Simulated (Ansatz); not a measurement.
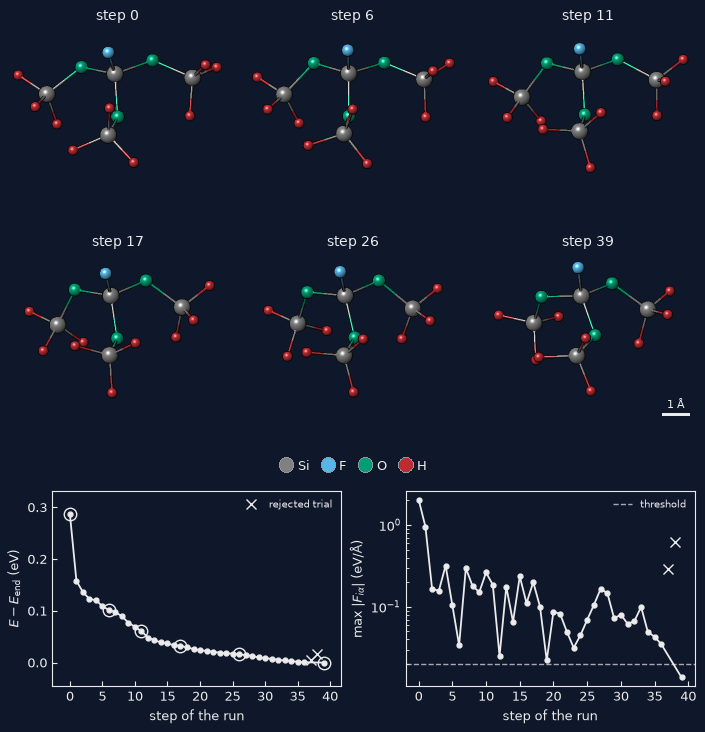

Frames of a relaxation of Si₄H₉O₃F, marked on the history of the run. Style: ball-and-stick. Shown from a free direction.

The run prepares the start of a later molecular dynamics calculation, from a guessed geometry.

These are results of RKS B3LYP-D4/STO-3G in Ansatz 0.2.0, not measurements. Settings: no spin polarisation; force threshold 0.02 eV/Å; at most 40 steps.

Describe the path.

The atom that moves furthest after the best rigid fit is an H atom (1.99 Å). Largest moves by element: H 1.99 Å, O 0.95 Å, Si 0.73 Å, F 0.55 Å. Some distances before and after: F–Si 1.590 → 1.625 Å, O–Si 1.680 → 1.697 Å, H–Si 1.460 → 1.445 Å, O–Si 1.680 → 1.670 Å. Among the angles between lasting bonds that change: Si–O–Si 125.0° → 118.5°, Si–O–Si 125.0° → 119.6°, O–Si–O 109.5° → 104.4°. Groups turn about O–Si by about 85°, O–Si by about 50°, O–Si by about 40°. The energy falls by 0.286 eV in 37 accepted moves (39 points after the start). The largest force component goes from 2 to 0.014 eV/Å. The line search rejected the trial steps at points 37, 38 of the run. From step 0 to 6: an H atom moves most (0.37 Å), energy −0.185 eV. From step 6 to 11: an H atom moves most (0.69 Å), energy −0.041 eV. From step 11 to 17: an H atom moves most (0.67 Å), energy −0.028 eV. From step 17 to 26: an H atom moves most (0.56 Å), energy −0.016 eV. From step 26 to 39: an H atom moves most (0.60 Å), energy −0.016 eV.

```
step  E − E(0), eV  largest force component, eV/Å      note
   0        0.0000                         2.0467          
   1       -0.1282                         0.9586          
   2       -0.1502                         0.1647          
   3       -0.1631                         0.1578          
   4       -0.1658                         0.3202          
   5       -0.1773                         0.1047          
   6       -0.1845                         0.0339          
   7       -0.1887                         0.2980          
   8       -0.1967                         0.1794          
   9       -0.2093                         0.1518          
  10       -0.2167                         0.2634          
  12       -0.2377                         0.0251          
  13       -0.2430                         0.1758          
  15       -0.2492                         0.2360          
  16       -0.2528                         0.1111          
  18       -0.2569                         0.1008          
  19       -0.2599                         0.0221          
  21       -0.2636                         0.0816          
  22       -0.2653                         0.0494          
  24       -0.2681                         0.0449          
  25       -0.2690                         0.0693          
  27       -0.2717                         0.1662          
  28       -0.2733                         0.1468          
  30       -0.2778                         0.0803          
  31       -0.2787                         0.0622          
  33       -0.2821                         0.1000          
  34       -0.2833                         0.0494          
  36       -0.2856                         0.0349          
  37       -0.2814                         0.2933  rejected
  39       -0.2862                         0.0137
```

Limits of the set-up: STO-3G is a minimal basis, so the numbers are rough.
